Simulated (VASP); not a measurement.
# ZrIr2: convergence with the k-mesh and number of MPI ranks

How sensitive are energy and pressure of ZrIr2 to the k-mesh and number of MPI ranks? The series runs use r2SCAN. The k-mesh tried: 2 2 2; 3 3 3; 4 4 4; 5 5 5; 6 6 6; 8 8 8; 10 10 10. The number of MPI ranks tried: 1 ranks; 2 ranks; 4 ranks; 8 ranks. The start is a cell from a database of measured crystal structures.

Program: VASP 6.6.1. Level of theory: r2SCAN; plane waves and PAW (Zr_sv, Ir). Results are calculated unless marked as measured.

### Step 1. The structure

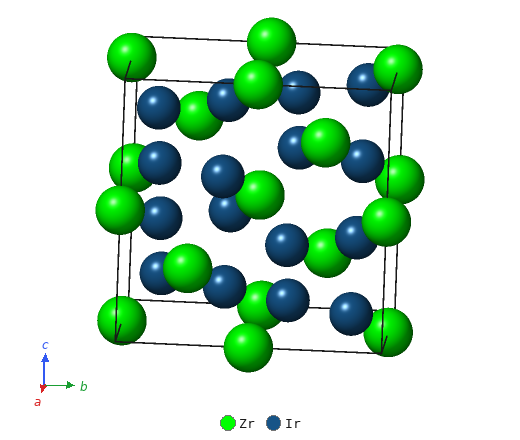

The cell as given, slightly off an axis (zirconium green, iridium blue). This picture shows the conventional cell, with its axes. Some periodic images of atoms are drawn too.

Coordinates:

```cif
data_structure
_symmetry_space_group_name_H-M 'Fd-3m:1'
_symmetry_Int_Tables_number 227
_cell_length_a 7.3590
_cell_length_b 7.3590
_cell_length_c 7.3590
_cell_angle_alpha 90.000
_cell_angle_beta 90.000
_cell_angle_gamma 90.000
_cell_volume 398.53
loop_
_atom_site_label
_atom_site_type_symbol
_atom_site_symmetry_multiplicity
_atom_site_Wyckoff_symbol
_atom_site_fract_x
_atom_site_fract_y
_atom_site_fract_z
_atom_site_occupancy
Zr1 Zr 8 b 0.00000 0.00000 0.50000 1
Ir1 Ir 16 c 0.12500 0.12500 0.12500 1
```

### Step 2. K-mesh: 2 2 2

The sum over the zone converges with the mesh, fast for insulators and slowly for metals. r2SCAN adds the kinetic-energy density, costs more than a GGA and is run with LASPH.

The input, INCAR:

```
SYSTEM = ZrIr2
PREC = Accurate
ENCUT = 400
EDIFF = 1E-06
NELM = 100
ISMEAR = -1
SIGMA = 0.05
LREAL = .FALSE.
ALGO = Normal
METAGGA = R2SCAN
LASPH = .TRUE.
NBANDS = 37
LORBIT = 11
LWAVE = .FALSE.
LCHARG = .FALSE.
NCORE = 8
ISIF = 2
```

The input, POSCAR:

```
ZrIr2
1.0
    0.0000000000      3.6795000000      3.6795000000
    3.6795000000      0.0000000000      3.6795000000
    3.6795000000      3.6795000000      0.0000000000
Zr Ir
2 4
Direct
    0.0000000000      0.0000000000      0.0000000000
    0.2500000000      0.2500000000      0.2500000000
    0.6250000000      0.6250000000      0.6250000000
    0.1250000000      0.6250000000      0.6250000000
    0.6250000000      0.6250000000      0.1250000000
    0.6250000000      0.1250000000      0.6250000000
```

The input, KPOINTS:

```
Automatic mesh
0
Gamma
2 2 2
0 0 0
```

PAW data sets: Zr_sv and Ir (PBE family, release 64).

Command:

```bash
$ mpirun -np 8 vasp_std
```

What it wrote:

```text
[banner, memory and clock lines left out]
running    8 mpi-ranks, on    1 nodes
 distrk:  each k-point on    8 cores,    1 groups
 distr:  one band on    8 cores,    1 groups

 POSCAR found type information on POSCAR ZrIr
 POSCAR found :  2 types and       6 ions
|                                                                             |
|           W    W    AA    RRRRR   N    N  II  N    N   GGGG   !!!           |
|           W    W   A  A   R    R  NN   N  II  NN   N  G    G  !!!           |
|           W    W  A    A  R    R  N N  N  II  N N  N  G       !!!           |
|           W WW W  AAAAAA  RRRRR   N  N N  II  N  N N  G  GGG   !            |
|           WW  WW  A    A  R   R   N   NN  II  N   NN  G    G                |
|           W    W  A    A  R    R  N    N  II  N    N   GGGG   !!!           |
|                                                                             |
|     For optimal performance we recommend to set                             |
|       NCORE = 2 up to number-of-cores-per-socket                            |
|     NCORE specifies how many cores store one orbital (NPAR=cpu/NCORE).      |
|     This setting can greatly improve the performance of VASP for DFT.       |
|     The default, NCORE=1 might be grossly inefficient on modern             |
|     multi-core architectures or massively parallel machines. Do your        |
|     Unfortunately you need to use the default for GW and RPA                |
|     calculations (for HF NCORE is supported but not extensively tested      |
|     yet).                                                                   |
|                                                                             |

|                                                                             |
|               ----> ADVICE to this user running VASP <----                  |
|                                                                             |
|     You enforced a specific xc type in the INCAR file but a different       |
|     [... a line on the potential file left out ...]
|     I HOPE YOU KNOW WHAT YOU ARE DOING!                                     |
|                                                                             |

 LDA part: xc-table for (None), standard interpolation
 POSCAR, INCAR and KPOINTS ok, starting setup
 FFT: planning ... GRIDC
 FFT: planning ... GRID_SOFT
 FFT: planning ... GRID
 WAVECAR not read
 entering main loop
       N       E                     dE             d eps       ncg     rms          rms(c)
DAV:   1     0.397457132684E+03    0.39746E+03   -0.25507E+04   222   0.139E+03
DAV:   2    -0.224833499775E+03   -0.62229E+03   -0.60158E+03   222   0.473E+02
DAV:   3    -0.277803500547E+03   -0.52970E+02   -0.50618E+02   383   0.124E+02
DAV:   4    -0.281516801723E+03   -0.37133E+01   -0.36508E+01   340   0.261E+01
DAV:   5    -0.281625101355E+03   -0.10830E+00   -0.10825E+00   343   0.392E+00    0.352E+01
DAV:   6    -0.259755199604E+03    0.21870E+02   -0.15156E+01   317   0.240E+01    0.123E+01
DAV:   7    -0.260408508870E+03   -0.65331E+00   -0.15472E+01   306   0.123E+01    0.908E+00
DAV:   8    -0.259182839621E+03    0.12257E+01   -0.46523E+00   338   0.101E+01    0.361E+00
DAV:   9    -0.259266877222E+03   -0.84038E-01   -0.21790E-01   274   0.240E+00    0.135E+00
DAV:  10    -0.259254610383E+03    0.12267E-01   -0.88572E-02   343   0.195E+00    0.768E-01
DAV:  11    -0.259251230558E+03    0.33798E-02   -0.11403E-02   284   0.726E-01    0.248E-01
DAV:  12    -0.259251138683E+03    0.91875E-04   -0.46646E-03   319   0.383E-01    0.725E-02
DAV:  13    -0.259251264408E+03   -0.12573E-03   -0.60590E-04   324   0.162E-01    0.637E-02
DAV:  14    -0.259251182373E+03    0.82035E-04   -0.10431E-04   292   0.570E-02    0.114E-02
DAV:  15    -0.259251186510E+03   -0.41367E-05   -0.14147E-05   324   0.205E-02    0.411E-03
DAV:  16    -0.259251186973E+03   -0.46314E-06   -0.47295E-07   151   0.470E-03
   1 F= -.25925119E+03 E0= -.25918843E+03  d E =-.125523E+00
```

The job ended after 16 s (8 MPI ranks of Intel Xeon 6975P-C (Granite Rapids), shared host; peak memory 0.9 GiB; 98 s of CPU time).

The logs omit lines about the potential files and the build; timing stands in the text.

From OUTCAR (step 2):

```text
ion  position               nearest neighbor table
   1  0.000  0.000  0.000-   3 3.05   3 3.05   3 3.05   4 3.05   5 3.05   6 3.05   6 3.05   5 3.05
                             4 3.05   5 3.05   6 3.05   4 3.05   2 3.19   2 3.19   2 3.19   2 3.19
   2  0.250  0.250  0.250-   4 3.05   5 3.05   6 3.05   3 3.05   3 3.05   3 3.05   5 3.05   4 3.05
                             5 3.05   6 3.05   4 3.05   6 3.05   1 3.19   1 3.19   1 3.19   1 3.19
   3  0.625  0.625  0.625-   4 2.60   5 2.60   6 2.60   5 2.60   6 2.60   4 2.60   1 3.05   2 3.05
                             1 3.05   2 3.05   1 3.05   2 3.05
   4  0.125  0.625  0.625-   3 2.60   5 2.60   6 2.60   3 2.60   5 2.60   6 2.60   1 3.05   2 3.05
                             2 3.05   1 3.05   2 3.05   1 3.05
   5  0.625  0.625  0.125-   3 2.60   3 2.60   4 2.60   6 2.60   6 2.60   4 2.60   1 3.05   2 3.05
                             1 3.05   2 3.05   1 3.05   2 3.05
   6  0.625  0.125  0.625-   3 2.60   5 2.60   3 2.60   4 2.60   5 2.60   4 2.60   1 3.05   2 3.05
                             1 3.05   2 3.05   2 3.05   1 3.05

  LATTYP: Found a face centered cubic cell.
 ALAT       =     7.3590000000

 Subroutine GETGRP returns: Found 48 space group operations
 (whereof 24 operations were pure point group operations)

The static configuration has the point symmetry T_d .
 The point group associated with its full space group is O_h .

 Found      3 irreducible k-points:

   k-points           NKPTS =      3   k-points in BZ     NKDIM =      3   number of bands    NBANDS=     37

   dimension x,y,z NGX =    36 NGY =   36 NGZ =   36
   dimension x,y,z NGXF=    72 NGYF=   72 NGZF=   72

   ENCUT  =  400.0 eV  29.40 Ry    5.42 a.u.   8.49  8.49  8.49*2*pi/ulx,y,z

   NELECT =      60.0000    total number of electrons

 k-points in reciprocal lattice and weights: Automatic mesh
   0.00000000  0.00000000  0.00000000       0.125
   0.50000000  0.00000000  0.00000000       0.500
   0.50000000  0.50000000  0.00000000       0.375

 average (electrostatic) potential at core
       1 -79.7925       2 -79.7925       3 -52.9711       4 -52.9711       5 -52.9711
       6 -52.9711

 E-fermi :   9.9545

 k-point     1 :       0.0000    0.0000    0.0000
  band No.  band energies     occupation
    ...
     27       9.2406      2.00000
     28       9.2406      2.00000
     29       9.3789      1.99998
     30       9.3789      1.99998
     31       9.3789      1.99998
     32      11.4916      0.00000
     33      11.8255      0.00000
     34      11.8255      0.00000
     35      11.8255      0.00000
     36      12.9343      0.00000
    ...

 k-point     2 :       0.5000    0.0000    0.0000
  band No.  band energies     occupation
    ...
     25       9.1832      2.00000
     26       9.1832      2.00000
     27       9.2048      2.00000
     28       9.8600      1.73718
     29       9.8600      1.73718
     30      10.0592      0.21935
     31      10.0592      0.21934
     32      10.4855      0.00005
     33      10.4855      0.00005
     34      10.7435      0.00000
    ...

 k-point     3 :       0.5000    0.5000    0.0000
  band No.  band energies     occupation
    ...
     28       9.4596      1.99990
     29       9.5090      1.99973
     30       9.5090      1.99973
     31       9.9486      1.05830
     32       9.9486      1.05828
     33      11.5509      0.00000
     34      11.5509      0.00000
     35      12.6181      0.00000
     36      12.6181      0.00000
     37      13.1824      0.00000

  Total        3.5608547      3.5608547      3.5608547      0.0000000     -0.0000000      0.0000000
  in kB       57.2622517     57.2622517     57.2622517      0.0000000     -0.0000000      0.0000000
  external PRESSURE =      57.2622517 kB  Pullay stress =       0.0000000 kB

  energy-cutoff  :      400.00
  volume of cell :       99.63
      direct lattice vectors                 reciprocal lattice vectors
     0.000000000  3.679500000  3.679500000    -0.135888028  0.135888028  0.135888028
     3.679500000  0.000000000  3.679500000     0.135888028 -0.135888028  0.135888028
     3.679500000  3.679500000  0.000000000     0.135888028  0.135888028 -0.135888028

 POSITION                                       TOTAL-FORCE (eV/Angst)
 -----------------------------------------------------------------------------------
      0.00000      0.00000      0.00000         0.000000      0.000000      0.000000
      1.83975      1.83975      1.83975        -0.000000     -0.000000     -0.000000
      4.59938      4.59938      4.59938        -0.000000     -0.000000     -0.000000
      4.59938      2.75963      2.75963        -0.000000     -0.000000     -0.000000
      2.75963      2.75963      4.59938        -0.000000     -0.000000     -0.000000
      2.75963      4.59938      2.75963        -0.000000     -0.000000     -0.000000
 -----------------------------------------------------------------------------------
    total drift:                                0.000000      0.000000      0.000000

  FREE ENERGIE OF THE ION-ELECTRON SYSTEM (eV)
  ---------------------------------------------------
  free  energy   TOTEN  =      -259.2511869733 eV

  energy  without entropy=     -259.1256637033  energy(sigma->0) =     -259.18842534

 total charge
# of ion       s       p       d       tot
------------------------------------------
    1        2.172   5.993   1.467   9.632
    2        2.172   5.993   1.467   9.632
    3        0.745   0.655   7.181   8.581
    4        0.745   0.655   7.181   8.581
    5        0.745   0.655   7.181   8.581
    6        0.745   0.655   7.181   8.581
--------------------------------------------------
tot          7.324  14.604  31.658  53.587
```

The PAW data sets were made with PBE, which is usual practice but a small mismatch for other functionals.

Numbers from this step:

| Property | Result |
| --- | --- |
| electronic steps | 16 |
| electrons | 60 |
| bands | 37 |
| irreducible k points | 3 |
| symmetry operations | 48 |
| free energy (TOTEN) | -259.2512 eV |
| energy at zero smearing | -259.1884 eV |
| Fermi energy | 9.954 eV |
| pressure | 5.726 GPa |
| metallic | yes |

The series starts at -43.1981 eV an atom and 5.73 GPa, after 16 cycles in 16 s.

### Step 3. K-mesh: 3 3 3

Edit INCAR of step 2 so:

```diff
@@ -15,3 +15,4 @@
 LCHARG = .FALSE.
-NCORE = 8
+KPAR = 2
+NCORE = 4
 ISIF = 2
```

POSCAR is that of step 2.

The input, KPOINTS:

```
Automatic mesh
0
Gamma
3 3 3
0 0 0
```

Command:

```bash
$ mpirun -np 8 vasp_std
```

What it wrote:

```text
[banner, memory and clock lines left out]
running    8 mpi-ranks, on    1 nodes
[...]
[... a notice as in an earlier step ...]

 LDA part: xc-table for (None), standard interpolation
 POSCAR, INCAR and KPOINTS ok, starting setup
[...]
entering main loop
       N       E                     dE             d eps       ncg     rms          rms(c)
DAV:   1     0.413229991563E+03    0.41323E+03   -0.25547E+04   296   0.139E+03
DAV:   2    -0.228090157504E+03   -0.64132E+03   -0.62447E+03   296   0.478E+02
DAV:   3    -0.277876513777E+03   -0.49786E+02   -0.47193E+02   481   0.120E+02
DAV:   4    -0.282249950445E+03   -0.43734E+01   -0.43196E+01   464   0.288E+01
[...]
DAV:  13    -0.259485514963E+03   -0.44984E-04   -0.63400E-05   336   0.501E-02    0.967E-03
DAV:  14    -0.259485510556E+03    0.44077E-05   -0.74287E-06   395   0.154E-02    0.231E-03
DAV:  15    -0.259485509751E+03    0.80442E-06   -0.39366E-07   208   0.516E-03
   1 F= -.25948551E+03 E0= -.25946886E+03  d E =-.333083E-01
```

Wall time 15 s (8 MPI ranks); peak memory 1.2 GiB.

OUTCAR, selected parts (step 3):

```text
  Total        2.5723642      2.5723642      2.5723642      0.0000000      0.0000000      0.0000000
  in kB       41.3662954     41.3662954     41.3662954      0.0000000      0.0000000      0.0000000
  external PRESSURE =      41.3662954 kB  Pullay stress =       0.0000000 kB

 POSITION                                       TOTAL-FORCE (eV/Angst)
 -----------------------------------------------------------------------------------
      0.00000      0.00000      0.00000         0.000000      0.000000      0.000000
      1.83975      1.83975      1.83975        -0.000000     -0.000000     -0.000000
      4.59938      4.59938      4.59938         0.000000     -0.000000      0.000000
      4.59938      2.75963      2.75963         0.000000     -0.000000      0.000000
      2.75963      2.75963      4.59938        -0.000000     -0.000000      0.000000
      2.75963      4.59938      2.75963         0.000000     -0.000000      0.000000
 -----------------------------------------------------------------------------------
    total drift:                                0.000000      0.000000      0.000000

  FREE ENERGIE OF THE ION-ELECTRON SYSTEM (eV)
  ---------------------------------------------------
  free  energy   TOTEN  =      -259.4855097511 eV

  energy  without entropy=     -259.4522014169  energy(sigma->0) =     -259.46885558

[... 1 part as in an earlier step ...]

[... 2 further parts left out ...]
[key lines of the parts left out:]
E-fermi :  10.1101
```

Against the run before the energy moves by -46.74 meV an atom and the pressure by -1.59 GPa, after 15 cycles in 15 s.

### Step 4. K-mesh: 4 4 4

Edit INCAR of step 3 so:

```diff
@@ -15,4 +15,3 @@
 LCHARG = .FALSE.
-KPAR = 2
-NCORE = 4
+KPAR = 8
 ISIF = 2
```

POSCAR is that of step 3.

The input, KPOINTS:

```
Automatic mesh
0
Gamma
4 4 4
0 0 0
```

Command:

```bash
$ mpirun -np 8 vasp_std
```

What it wrote:

```text
[banner, memory and clock lines left out]
running    8 mpi-ranks, on    1 nodes
[...]
[... a notice as in an earlier step ...]

 [... a notice as in an earlier step ...]

 LDA part: xc-table for (None), standard interpolation
 POSCAR, INCAR and KPOINTS ok, starting setup
[...]
entering main loop
       N       E                     dE             d eps       ncg     rms          rms(c)
DAV:   1     0.403157227446E+03    0.40316E+03   -0.25257E+04   592   0.138E+03
DAV:   2    -0.227836674936E+03   -0.63099E+03   -0.61266E+03   592   0.477E+02
DAV:   3    -0.277739824197E+03   -0.49903E+02   -0.47531E+02   948   0.122E+02
DAV:   4    -0.282277096506E+03   -0.45373E+01   -0.44438E+01   968   0.286E+01
[...]
DAV:  13    -0.259513189676E+03   -0.27000E-04   -0.35455E-05   800   0.388E-02    0.110E-02
DAV:  14    -0.259513181310E+03    0.83663E-05   -0.60161E-06   715   0.144E-02    0.244E-03
DAV:  15    -0.259513180946E+03    0.36373E-06   -0.35693E-07   416   0.472E-03
   1 F= -.25951318E+03 E0= -.25949160E+03  d E =-.431578E-01
```

Elapsed: 27 s, on 8 MPI ranks; peak memory 1.7 GiB.

From OUTCAR (step 4):

```text
  Total        2.4145612      2.4145612      2.4145612     -0.0000000     -0.0000000      0.0000000
  in kB       38.8286576     38.8286576     38.8286576     -0.0000000     -0.0000000      0.0000000
  external PRESSURE =      38.8286576 kB  Pullay stress =       0.0000000 kB

 POSITION                                       TOTAL-FORCE (eV/Angst)
 -----------------------------------------------------------------------------------
      0.00000      0.00000      0.00000        -0.000000      0.000000      0.000000
      1.83975      1.83975      1.83975         0.000000      0.000000     -0.000000
      4.59938      4.59938      4.59938        -0.000000     -0.000000      0.000000
      4.59938      2.75963      2.75963        -0.000000     -0.000000      0.000000
      2.75963      2.75963      4.59938        -0.000000     -0.000000      0.000000
      2.75963      4.59938      2.75963        -0.000000     -0.000000      0.000000
 -----------------------------------------------------------------------------------
    total drift:                                0.000000      0.000000      0.000000

  FREE ENERGIE OF THE ION-ELECTRON SYSTEM (eV)
  ---------------------------------------------------
  free  energy   TOTEN  =      -259.5131809463 eV

  energy  without entropy=     -259.4700231393  energy(sigma->0) =     -259.49160204

[... 1 part as in an earlier step ...]

[... 2 further parts left out ...]
[key lines of the parts left out:]
E-fermi :  10.0521
```

Against the run before the energy moves by -3.79 meV an atom and the pressure by -0.25 GPa, after 15 cycles in 27 s.

### Step 5. K-mesh: 5 5 5

INCAR is that of step 4.

POSCAR is that of step 4.

The input, KPOINTS:

```
Automatic mesh
0
Gamma
5 5 5
0 0 0
```

Command:

```bash
$ mpirun -np 8 vasp_std
```

What it wrote:

```text
[... set-up lines as in an earlier step ...]
 entering main loop
       N       E                     dE             d eps       ncg     rms          rms(c)
DAV:   1     0.410242872016E+03    0.41024E+03   -0.25522E+04   740   0.139E+03
DAV:   2    -0.225258109219E+03   -0.63550E+03   -0.61737E+03   753   0.477E+02
DAV:   3    -0.278083476638E+03   -0.52825E+02   -0.50161E+02  1204   0.124E+02
DAV:   4    -0.282411630270E+03   -0.43282E+01   -0.42943E+01  1224   0.289E+01
[...]
DAV:  13    -0.259585404300E+03   -0.10154E-04   -0.12738E-04   992   0.631E-02    0.940E-03
DAV:  14    -0.259585400534E+03    0.37664E-05   -0.92156E-06  1078   0.184E-02    0.352E-03
DAV:  15    -0.259585400947E+03   -0.41261E-06   -0.57467E-07   528   0.532E-03
   1 F= -.25958540E+03 E0= -.25956996E+03  d E =-.308750E-01
```

Run time: 31 s. Hardware: 8 MPI ranks; peak memory 1.7 GiB; 3.2 min of CPU time.

From OUTCAR (step 5):

```text
  Total        2.3314283      2.3314283      2.3314283      0.0000000      0.0000000      0.0000000
  in kB       37.4917954     37.4917954     37.4917954      0.0000000      0.0000000      0.0000000
  external PRESSURE =      37.4917954 kB  Pullay stress =       0.0000000 kB

 POSITION                                       TOTAL-FORCE (eV/Angst)
 -----------------------------------------------------------------------------------
      0.00000      0.00000      0.00000         0.000000      0.000000      0.000000
      1.83975      1.83975      1.83975        -0.000000     -0.000000     -0.000000
      4.59938      4.59938      4.59938        -0.000000      0.000000     -0.000000
      4.59938      2.75963      2.75963        -0.000000      0.000000     -0.000000
      2.75963      2.75963      4.59938        -0.000000      0.000000     -0.000000
      2.75963      4.59938      2.75963        -0.000000      0.000000     -0.000000
 -----------------------------------------------------------------------------------
    total drift:                                0.000000      0.000000      0.000000

  FREE ENERGIE OF THE ION-ELECTRON SYSTEM (eV)
  ---------------------------------------------------
  free  energy   TOTEN  =      -259.5854009466 eV

  energy  without entropy=     -259.5545259512  energy(sigma->0) =     -259.56996345

[... 1 part as in an earlier step ...]

[... 2 further parts left out ...]
[key lines of the parts left out:]
E-fermi :  10.1659
```

Against the run before the energy moves by -13.06 meV an atom and the pressure by -0.13 GPa, after 15 cycles in 31 s.

[end of part 1 of 3]

[Lines on the potential files, build, host, timing and source positions are cut from VASP's logs without a mark.]

[Logs are printed without paths, hosts, clocks, repeated set-up lines and the standing remarks that a program may print on its own settings, such as how far it seeks lower states.]

[Hosts, paths, dates, database ids (printed as entryN), source tags and the programs' standing remarks are cut or masked in the printed files.]

[A measured line is paired with the nearest computed mode of its activity, which favours agreement.]
